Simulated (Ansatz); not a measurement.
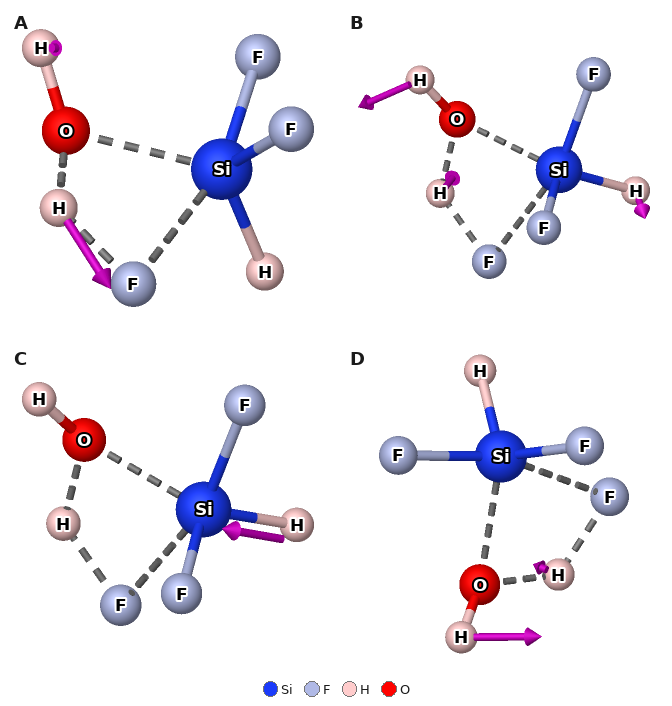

4 normal modes of one molecule or complex, as arrows. Broken sticks mark bonds that form or break. Harmonic vibrations computed with RKS PBE0-D4/def2-TZVP (Ansatz 0.2.0) at a stationary point of the same level. It is a saddle point of order 1.

> Match the panels to the wavenumbers 764i cm⁻¹, 444 cm⁻¹, 795 cm⁻¹, 2352 cm⁻¹.

A: 764i cm⁻¹
B: 795 cm⁻¹
C: 2352 cm⁻¹
D: 444 cm⁻¹
